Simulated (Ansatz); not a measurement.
# Na3Y (built on the sites of a database entry of Li3Bi): phonons and vibrational spectra

Wanted: phonon frequencies of Na3Y (built on the sites of a database entry of Li3Bi) and what follows from them.

Method: DFT LDA, scalar-relativistic, plane waves, PAW, in Ansatz 0.2.0.

The structure was built from a prototype and need not be the compound's stable phase.

### 1. Starting point

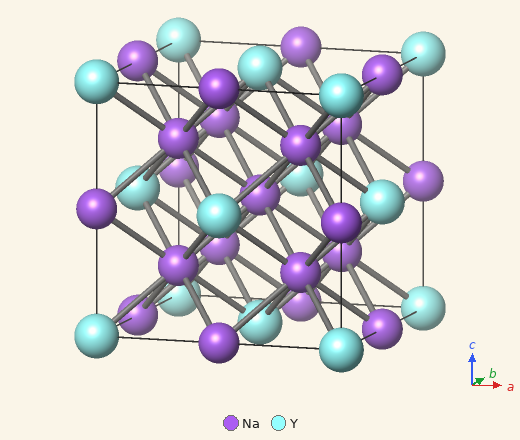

The cell as given, slightly off an axis (sodium purple, yttrium teal). This picture shows the conventional cell, with its axes. Some periodic images of atoms are drawn too.

### 2. Relaxation

Harmonic phonons are second derivatives at a point where the forces vanish, and they are wanted at zero stress, so atoms and cell are relaxed first.

File input.yaml:

```yaml
crystal:
  lattice:
    - [0.0, 4.10764, 4.10764]
    - [4.10764, 0.0, 4.10764]
    - [4.10764, 4.10764, 0.0]
  atoms:
    - { symbol: Na, position: [0.75, 0.75, 0.75] }
    - { symbol: Na, position: [0.5, 0.5, 0.5] }
    - { symbol: Na, position: [0.25, 0.25, 0.25] }
    - { symbol: "Y", position: [0.0, 0.0, 0.0] }
kpoints:
  mp_grid: { grid: [10, 10, 10] }
hamiltonian:
  xc: lda
scf:
  occupations: { method: gaussian, width: 0.1 }
output:
  forces: true
  stress: true
  eigenvalues: true
relax:
  adjacent_minimum: "off"
  f_tol: 0.005
  max_steps: 80
  cell: { stress_tol: 0.05 }
```

Run with:

```sh
> ansatz run input.yaml --threads 8 --pin off --max-ram 14336MiB --backend cpu --events-out ev --progress --plain --runs-dir out
```

Numbers of over 12 decimals in the logs are rounded to 6 here.

Log:

```text
Engine: ansatz 0.2.0, x86_64-unknown-linux-gnu
Pseudopotentials: kind: paw
Pseudopotential: Na, paw, valence charge 9, recommended cutoff 420 eV (normal), Na.paw.azcp
Pseudopotential: Y, paw, valence charge 11, recommended cutoff 420 eV (normal), Y.paw.azcp
Functional definition: SPW92
  exchange = slater_x
  correlation = pw_c
Crystal: 4 atoms, lattice volume = 138.614 Å³
Basis set: ecut = 420 eV, 2733 PW (Γ)
Bands: 23, of which v1, the nominal top of the filled ones, is band 19 counted from 1 (18 counted from 0)
Symmetry: 48 space group operations
Space group: Fm-3m (ITA 225), of the structure as read, at distance tolerance 5.2e-5 Å
k-points: 47 of 1000
Non-local potential: Na, projectors of the file, l = 0: 3, l = 1: 2, l = 2: 1
Non-local potential: Y, projectors of the file, l = 0: 3, l = 1: 2, l = 2: 2, l = 3: 1
PAW form: soft (Blöchl's): semilocal exchange-correlation on the pseudo side does not see the compensation charge
PAW frozen core: Na, regenerated for the run's functional, and the local potential with it (the file was generated under x = pbe(κ = 0.804, μ = 0.219515), c = pbe(β = 0.066725))
PAW frozen core: Y, regenerated for the run's functional, and the local potential with it (the file was generated under x = pbe(κ = 0.804, μ = 0.219515), c = pbe(β = 0.066725))
PAW one-centre angular grid: Na, 110 points (default); XC on 64 Gauss nodes
PAW one-centre angular grid: Y, 590 points (default); XC on 64 Gauss nodes
Initial density: superposition of atomic densities (neutral atoms: chi_scale 0, normalization atom), corrected by the library's trained network
Initial wavefunctions: pseudopotential atomic-orbital guess
Functional: x = slater, c = lda
SCF iter   1: F=—  HF=-8143.747094 eV  |F-HF|=—  |Δ(HF+E_count)|=         —  Δρ=5.96e-3  dr2=3.71e-2  ethr=1.77e-3  ⟨swp⟩=4.9  Hψ=3959  notcnv=0
preconditioner: auto → Kerker (q_TF=auto, 2.199 Å⁻¹)  [metal: Δε(μ)=0.039 eV  Ē_g=1.886 eV  σ=0.100 eV  W_gap=0.21  n_scr=26 (ndim 8)  ℏωp=7.7 eV  f_vac=0.000  D(μ)=4.44/eV (n_scr^D=26)]
SCF iter   2: F=—  HF=-8143.732343 eV  |F-HF|=—  |Δ(HF+E_count)|=   1.48e-2  Δρ=1.94e-3  dr2=7.32e-3  ethr=9.75e-5  ⟨swp⟩=2.1  Hψ=1957  notcnv=0
SCF iter   3: F=—  HF=-8143.731286 eV  |F-HF|=—  |Δ(HF+E_count)|=   1.06e-3  Δρ=6.48e-4  dr2=1.41e-3  ethr=1.93e-5  ⟨swp⟩=3.0  Hψ=1934  notcnv=0
SCF iter   4: F=—  HF=-8143.731066 eV  |F-HF|=—  |Δ(HF+E_count)|=   2.20e-4  Δρ=1.84e-4  dr2=1.69e-4  ethr=3.71e-6  ⟨swp⟩=2.0  Hψ=1218  notcnv=0
SCF iter   5: F=—  HF=-8143.731002 eV  |F-HF|=—  |Δ(HF+E_count)|=   6.42e-5  Δρ=6.78e-5  dr2=1.63e-5  ethr=4.45e-7  ⟨swp⟩=2.0  Hψ=1214  notcnv=0
SCF iter   6: F=—  HF=-8143.730995 eV  |F-HF|=—  |Δ(HF+E_count)|=   6.23e-6  Δρ=1.76e-5  dr2=6.89e-7  ethr=4.28e-8  ⟨swp⟩=2.0  Hψ=1218  notcnv=0
SCF iter   7: F=-8143.730995 eV  HF=-8143.730995 eV  |F-HF|=2.51e-9  |Δ(HF+E_count)|=   2.59e-8  Δρ=4.12e-6  dr2=2.85e-8  ethr=2.63e-10  ⟨swp⟩=5.9  Hψ=4034  notcnv=0
SCF 1 converged in 7 iterations: F = -8143.730995 eV  dr2 = 2.85e-8
  greatest PAW one-centre occupation: 0.999 electrons in one spin orbital (limit 2), on the Na atom at site 2 (counted from 0), in its partial waves of l = 0
relax step   1: F+E_penalty+E_count = -8143.73099543 eV  Δ(F+E_penalty+E_count) = +0.000e0 eV  max|allowed force component| = 2.168e-19 eV/Å  Δτ_max = 0.0000 Å  P = -1.357 GPa  Ω = 138.614 Å³  (7 SCF iters, dr2 threshold 1.00e-7 eV, accepted)
Crystal: 4 atoms, lattice volume = 133.548 Å³
Basis set: ecut = 420 eV, 2637 PW (Γ)
Initial density: handed on by an earlier stage of this run
Initial wavefunctions: those handed on with the density
iter 1 solved again at ethr=4.23e-7 eV; its pass at ethr=3.10e-3 eV (dr2=1.61e-4 eV) is discarded
SCF iter   1: F=—  HF=-8143.767686 eV  |F-HF|=—  |Δ(HF+E_count)|=         —  Δρ=2.78e-4  dr2=1.72e-4  ethr=4.23e-7  ⟨swp⟩=2.9  Hψ=6281  notcnv=0
preconditioner: auto → Kerker (q_TF=auto, 2.213 Å⁻¹)  [metal: Δε(μ)=0.031 eV  Ē_g=1.977 eV  σ=0.100 eV  W_gap=0.17  n_scr=26 (ndim 8)  ℏωp=7.9 eV  f_vac=0.000  D(μ)=4.20/eV (n_scr^D=26)]
SCF iter   2: F=—  HF=-8143.767667 eV  |F-HF|=—  |Δ(HF+E_count)|=   1.88e-5  Δρ=1.72e-4  dr2=7.33e-5  ethr=4.23e-7  ⟨swp⟩=1.0  Hψ=1081  notcnv=0
SCF iter   3: F=—  HF=-8143.767659 eV  |F-HF|=—  |Δ(HF+E_count)|=   8.17e-6  Δρ=4.89e-5  dr2=5.64e-6  ethr=1.93e-7  ⟨swp⟩=1.9  Hψ=1166  notcnv=0
SCF iter   4: F=—  HF=-8143.767658 eV  |F-HF|=—  |Δ(HF+E_count)|=   1.16e-6  Δρ=1.45e-5  dr2=5.92e-7  ethr=1.49e-8  ⟨swp⟩=2.0  Hψ=1884  notcnv=0
SCF iter   5: F=-8143.767658 eV  HF=-8143.767658 eV  |F-HF|=4.82e-8  |Δ(HF+E_count)|=   9.80e-8  Δρ=4.76e-6  dr2=7.83e-8  ethr=1.05e-9  ⟨swp⟩=4.0  Hψ=3279  notcnv=0
SCF 2 converged in 5 iterations: F = -8143.767658 eV  dr2 = 7.83e-8
relax step   2: F+E_penalty+E_count = -8143.76765758 eV  Δ(F+E_penalty+E_count) = -3.666e-2 eV  max|allowed force component| = 1.509e-18 eV/Å  Δτ_max = 0.0000 Å  P = -0.947 GPa  Ω = 133.548 Å³  energy of the carried Pulay correction = +3.462e-5 eV  (5 SCF iters, dr2 threshold 4.00e-7 eV, accepted)
Crystal: 4 atoms, lattice volume = 123.173 Å³
Basis set: ecut = 420 eV, 2421 PW (Γ)
iter 1 solved again at ethr=1.57e-6 eV; its pass at ethr=3.10e-3 eV (dr2=5.97e-4 eV) is discarded
SCF iter   1: F=—  HF=-8143.794974 eV  |F-HF|=—  |Δ(HF+E_count)|=         —  Δρ=6.54e-4  dr2=6.37e-4  ethr=1.57e-6  ⟨swp⟩=2.9  Hψ=6270  notcnv=0
preconditioner: auto → Kerker (q_TF=auto, 2.243 Å⁻¹)  [metal: Δε(μ)=0.013 eV  Ē_g=2.083 eV  σ=0.100 eV  W_gap=0.07  n_scr=14 (ndim 8)  ℏωp=8.2 eV  f_vac=0.000  D(μ)=4.10/eV (n_scr^D=26)]
SCF iter   2: F=—  HF=-8143.794883 eV  |F-HF|=—  |Δ(HF+E_count)|=   9.09e-5  Δρ=4.01e-4  dr2=2.81e-4  ethr=1.57e-6  ⟨swp⟩=2.0  Hψ=1735  notcnv=0
SCF iter   3: F=—  HF=-8143.794843 eV  |F-HF|=—  |Δ(HF+E_count)|=   4.02e-5  Δρ=1.01e-4  dr2=2.34e-5  ethr=7.39e-7  ⟨swp⟩=2.0  Hψ=1252  notcnv=0
SCF iter   4: F=—  HF=-8143.794840 eV  |F-HF|=—  |Δ(HF+E_count)|=   3.37e-6  Δρ=3.35e-5  dr2=2.27e-6  ethr=6.16e-8  ⟨swp⟩=2.0  Hψ=1623  notcnv=0
SCF iter   5: F=-8143.794839 eV  HF=-8143.794839 eV  |F-HF|=1.45e-7  |Δ(HF+E_count)|=   4.48e-7  Δρ=7.90e-6  dr2=2.22e-7  ethr=1.05e-9  ⟨swp⟩=5.4  Hψ=3961  notcnv=0
SCF 3 converged in 5 iterations: F = -8143.794839 eV  dr2 = 2.22e-7
relax step   3: F+E_penalty+E_count = -8143.79483924 eV  Δ(F+E_penalty+E_count) = -2.718e-2 eV  max|allowed force component| = 5.782e-18 eV/Å  Δτ_max = 0.0000 Å  P = +0.183 GPa  Ω = 123.173 Å³  energy of the carried Pulay correction = +1.097e-4 eV  (5 SCF iters, dr2 threshold 4.00e-7 eV, accepted)
[...]
relax step   4: F+E_penalty+E_count = -8143.79562736 eV  Δ(F+E_penalty+E_count) = -7.881e-4 eV  max|allowed force component| = 3.903e-18 eV/Å  Δτ_max = 0.0000 Å  P = -0.018 GPa  Ω = 124.743 Å³  energy of the carried Pulay correction = +9.796e-5 eV  (4 SCF iters, dr2 threshold 8.37e-8 eV, accepted)
Initial wavefunctions: pseudopotential atomic-orbital guess (no wavefunctions were taken with the density)
iter 1 solved again at ethr=1.09e-9 eV; its pass at ethr=3.10e-3 eV (dr2=4.16e-7 eV) is discarded
SCF iter   1: F=—  HF=-8143.795415 eV  |F-HF|=—  |Δ(HF+E_count)|=         —  Δρ=3.75e-5  dr2=2.67e-7  ethr=1.09e-9  ⟨swp⟩=4.8  Hψ=7920  notcnv=0
preconditioner: auto → Kerker (q_TF=auto, 2.238 Å⁻¹)  [metal: Δε(μ)=0.035 eV  Ē_g=2.072 eV  σ=0.100 eV  W_gap=0.19  n_scr=14 (ndim 8)  ℏωp=8.1 eV  f_vac=0.000  D(μ)=4.12/eV (n_scr^D=26)]
SCF iter   2: F=—  HF=-8143.795415 eV  |F-HF|=—  |Δ(HF+E_count)|=   7.52e-8  Δρ=1.87e-5  dr2=7.76e-8  ethr=7.02e-10  ⟨swp⟩=2.1  Hψ=1520  notcnv=0
SCF iter   3: F=—  HF=-8143.795415 eV  |F-HF|=—  |Δ(HF+E_count)|=   4.50e-8  Δρ=3.19e-6  dr2=6.56e-9  ethr=2.04e-10  ⟨swp⟩=1.2  Hψ=1089  notcnv=0
SCF iter   4: F=—  HF=-8143.795415 eV  |F-HF|=—  |Δ(HF+E_count)|=  1.73e-11  Δρ=6.97e-7  dr2=1.20e-9  ethr=1.73e-11  ⟨swp⟩=1.9  Hψ=1158  notcnv=0
SCF iter   5: F=—  HF=-8143.795415 eV  |F-HF|=—  |Δ(HF+E_count)|=  3.54e-10  Δρ=1.59e-7  dr2=6.78e-11  ethr=3.15e-12  ⟨swp⟩=2.0  Hψ=1219  notcnv=0
SCF iter   6: F=-8143.795415 eV  HF=-8143.795415 eV  |F-HF|=5.46e-12  |Δ(HF+E_count)|=  2.00e-11  Δρ=5.55e-8  dr2=9.31e-12  ethr=1.00e-12  ⟨swp⟩=4.0  Hψ=3196  notcnv=0
SCF 5 converged in 6 iterations: F = -8143.795415 eV  dr2 = 9.31e-12
relax step   5: F+E_penalty+E_count = -8143.79541522 eV  Δ(F+E_penalty+E_count) = +2.121e-4 eV  max|allowed force component| = 2.747e-18 eV/Å  Δτ_max = 0.0000 Å  P = -0.015 GPa  Ω = 124.743 Å³  stress off target by 1.46e-2 GPa  SCF on the basis re-selected at this cell (its energy is not comparable with the rows above)  (6 SCF iters)
basis re-selected at this cell: Δ(F+E_penalty+E_count) = +2.121e-4 eV, ΔP = +0.003 GPa vs the last step (what re-selecting the basis moved, of the pressure what is left beyond the Pulay correction that the steps carried, after the strain that the cell walked since its last selection, with what the two solves' SCF thresholds leave and, on support functions, any second-order correction that the steps lacked; it is no m [...]
SCF converged after 6 iterations
Free energy (F): -8143.795415 eV
Harris-Foulkes:  -8143.795415 eV  (|F-HF|=5.46e-12)
Internal energy: -8143.774810 eV  (E = F + TS)
E sigma→0 (E₀):  -8143.785112 eV
Entropy (-TS):   -0.020606 eV (-5.151 meV/atom)
Fermi energy:    4.129903 eV
--- Per-component energies (eV) ---
  E_band       = -828.158511
  E_kinetic    = 664.225742
  E_local      = -4778.344120  (includes V_loc(G=0)·N_el)
  E_nonlocal   = 404.866152
  E_hartree    = 1700.681284
  E_xc         = -282.534936
  E_vxc        = -342.735487  (∫ρ·V_xc dr)
  E_paw        = -3458.261292  (= ΣΔE_a)
  E_vpaw       = -177.533327  (= ΣTr[D̂ρ^β])
  E_aug_tail   = -0.000038  (compensation charges beyond the density's cutoff)
  E_ewald      = -2395.159858
  E_core_change = 0.752256  (= ΣΔE_core)
  E_smearing   = -0.020606  (= −TS)
  E_closure    = -0.000000  (closes the sum)
  Σ components = -8143.795415   (vs F -8143.795415, Δ=0.00e0)
--- Forces (eV/Å), atoms counted from 1 ---
  atom   1  Na     0.00000000     0.00000000     0.00000000
  atom   2  Na     0.00000000    -0.00000000    -0.00000000
  atom   3  Na    -0.00000000    -0.00000000    -0.00000000
  atom   4  Y     -0.00000000     0.00000000    -0.00000000
  max |Σ_I F_I| component: 1.30e-18 eV/Å
--- Stress (GPa, compression-positive) ---
       -0.014596       0.000000       0.000000
        0.000000      -0.014596       0.000000
        0.000000       0.000000      -0.014596
  P = ⅓ Tr σ = -0.0146 GPa (-0.146 kbar)
--- Band table (eV; the first three rows and the last of 47) ---
  k-point 0: bands = [... 15 lower, -19.7856, 0.1402, 4.3055, 4.3055, 4.3055, 4.8818, 4.8818, 7.1681]
  k-point 1: bands = [... 15 lower, -19.7853, 0.2208, 4.2123, 4.3313, 4.3313, 4.8515, 4.8515, 6.7430]
  k-point 2: bands = [... 15 lower, -19.7846, 0.4592, 3.9300, 4.3675, 4.3675, 4.8324, 4.8324, 5.9936]
  k-point 46: bands = [... 15 lower, -19.7787, 2.7199, 3.0836, 3.2312, 3.2778, 5.0694, 5.2301, 5.3289]
--- Relaxed structure (4 steps of the walk, 4 accepted, 1 SCFs on fresh bases) ---
  F+E_penalty+E_count = -8143.79541522 eV   max|allowed force component| = 2.747e-18 eV/Å   (the final SCF, on the basis selected at the relaxed cell)
  cell:  # Å, volume = 124.7431 Å³
    - [0, 3.965782, 3.965782]
    - [3.965782, 0, 3.965782]
    - [3.965782, 3.965782, 0]
  atoms:
    - { symbol: Na, position: [0.75, 0.75, 0.75] }
    - { symbol: Na, position: [0.500000, 0.500000, 0.500000] }
    - { symbol: Na, position: [0.250000, 0.250000, 0.250000] }
    - { symbol: Y, position: [0, 0, 0] }
```

Wall time 1.7 s (8 threads of AMD EPYC 9R45, shared host); peak memory 0.62 GiB.

Step by step:

```
step  energy less that of the first step (eV)  largest force component (eV/Å)  pressure (GPa)  volume (Å³)
   1                                   0.0000                          0.0000           -1.36       138.61
   2                                  -0.0367                          0.0000           -0.95       133.55
   3                                  -0.0638                          0.0000            0.18       123.17
   4                                  -0.0646                          0.0000           -0.02       124.74
  5*                                  -0.0644                          0.0000           -0.01       124.74
```

Relaxation steps marked * repeat the geometry before them on a plane-wave basis chosen anew for their cell, so energy and pressure can jump there.

Forces are held to the 48 operations that the run works with; a distortion that breaks them can't arise in this run.

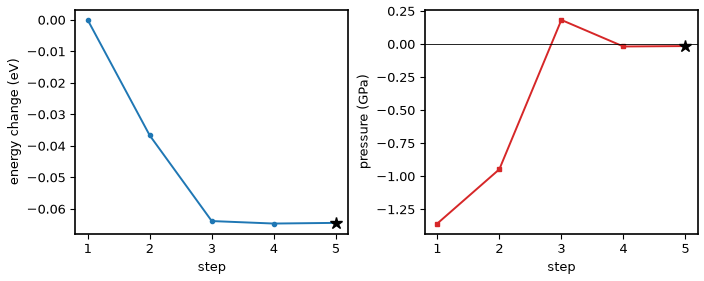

Energy and pressure along the relaxation. Stars mark steps on a basis chosen anew.

```
conventional cell, symmetrised  before  after   change
                         a (Å)   8.215  7.932   -3.5 %
                         b (Å)   8.215  7.932   -3.5 %
                         c (Å)   8.215  7.932   -3.5 %
              volume (Å³/atom)   34.65  31.19  -10.0 %
```

Final coordinates:

```
Na Y
1.0
     0.00000    3.96578    3.96578
     3.96578    0.00000    3.96578
     3.96578    3.96578    0.00000
Na Y
3 1
Direct
  0.75000 0.75000 0.75000
  0.50000 0.50000 0.50000
  0.25000 0.25000 0.25000
  0.00000 0.00000 0.00000
```

This step gave:

```
pressure          : -0.01460 GPa
volume per atom   : 31.19 Å³
gap on the k-mesh : 0 eV
```

In this step the volume went from 34.65 to 31.19 Å³/atom.

### 3. Relaxation

The relaxation is repeated from its end on the same settings, as a check that it has come to rest.

input.yaml: that of step 2 with these lines changed.

```diff
@@ -2,5 +2,5 @@
   lattice:
-    - [0.0, 4.10764, 4.10764]
-    - [4.10764, 0.0, 4.10764]
-    - [4.10764, 4.10764, 0.0]
+    - [0.0, 3.9657817518, 3.9657817518]
+    - [3.9657817518, 0.0, 3.9657817518]
+    - [3.9657817518, 3.9657817518, 0.0]
   atoms:
```

Log:

```text
[...]
Crystal: 4 atoms, lattice volume = 124.743 Å³
Basis set: ecut = 420 eV, 2421 PW (Γ)
Bands: 23, of which v1, the nominal top of the filled ones, is band 19 counted from 1 (18 counted from 0)
Symmetry: 48 space group operations
[...]
k-points: 47 of 1000
[...]
--- Relaxed structure (1 steps of the walk, 1 accepted, 1 SCFs on fresh bases) ---
[...]
cell:  # Å, volume = 124.7431 Å³
    - [0.0, 3.9657817518, 3.9657817518]
    - [3.9657817518, 0.0, 3.9657817518]
    - [3.9657817518, 3.9657817518, 0.0]
  atoms:
    - { symbol: Na, position: [0.75, 0.75, 0.75] }
    - { symbol: Na, position: [0.5, 0.5, 0.5] }
    - { symbol: Na, position: [0.25, 0.25, 0.25] }
    - { symbol: Y, position: [0.0, 0.0, 0.0] }
[key lines of the parts left out:]
SCF converged after 4 iterations
Free energy (F): -8143.795415 eV
Fermi energy:    4.129904 eV
P = ⅓ Tr σ = -0.0146 GPa (-0.146 kbar)
```

Run time: 0.74 s. Hardware: 8 threads; peak memory 0.6 GiB.

Little changed from the start: no atom moved by 0.005 Å and no cell edge by 0.1 %.

This step gave:

```
pressure : -0.01459 GPa
```

In this step the volume went from 31.19 to 31.19 Å³/atom.

### 4. Tight relaxation

Phonons need a cell at rest on their own settings, so the relaxation is repeated with tight tolerances on forces and stress on the k mesh and occupations of the first response run.

input.yaml, the sections that differ from step 3:

```yaml
kpoints:
  mp_grid: { grid: [12, 12, 12] }
scf:
  occupations: { method: methfessel_paxton, width: 0.2 }
relax:
  adjacent_minimum: "off"
  f_tol: 0.001
  max_steps: 60
  cell: { stress_tol: 0.01 }
# crystal, hamiltonian, output: as in step 3
```

Log:

```text
band count auto-derived: 24, from the close of a first SCF at 23 (N_el = 38.0; filled up to band 19; 23 by the electrons, moments and atoms)
[...]
Crystal: 4 atoms, lattice volume = 124.743 Å³
Basis set: ecut = 420 eV, 2421 PW (Γ)
Bands: 23, of which v1, the nominal top of the filled ones, is band 19 counted from 1 (18 counted from 0)
Symmetry: 48 space group operations
[...]
--- Relaxed structure (3 steps of the walk, 3 accepted, 1 SCFs on fresh bases) ---
[...]
cell:  # Å, volume = 124.5910 Å³
    - [0, 3.964170, 3.964170]
    - [3.964170, 0, 3.964170]
    - [3.964170, 3.964170, 0]
  atoms:
    - { symbol: Na, position: [0.750000, 0.750000, 0.750000] }
    - { symbol: Na, position: [0.500000, 0.500000, 0.500000] }
    - { symbol: Na, position: [0.250000, 0.250000, 0.250000] }
    - { symbol: Y, position: [0, 0, 0] }
[key lines of the parts left out:]
SCF converged after 5 iterations
Free energy (F): -8143.785369 eV
Fermi energy:    4.137064 eV
P = ⅓ Tr σ = 0.0000 GPa (0.000 kbar)
```

Elapsed: 2 s, on 8 threads; peak memory 0.66 GiB; 13 s of CPU time.

Little changed from the start: no atom moved by 0.005 Å and no cell edge by 0.1 %.

This step gave:

* pressure: 3.48e-5 GPa
* volume per atom: 31.15 Å³

The forces vanish by symmetry and the pressure is 0.000 GPa, within the tolerances set. The cell now holds 31.15 Å³/atom.

(Part 1 of 3 ends here.)

[Logs are printed without paths, hosts, clocks, repeated set-up lines and the standing remarks that a program may print on its own settings, such as how far it seeks lower states.]

[Hosts, paths, dates, database ids (printed as entryN), source tags and the programs' standing remarks are cut or masked in the printed files.]
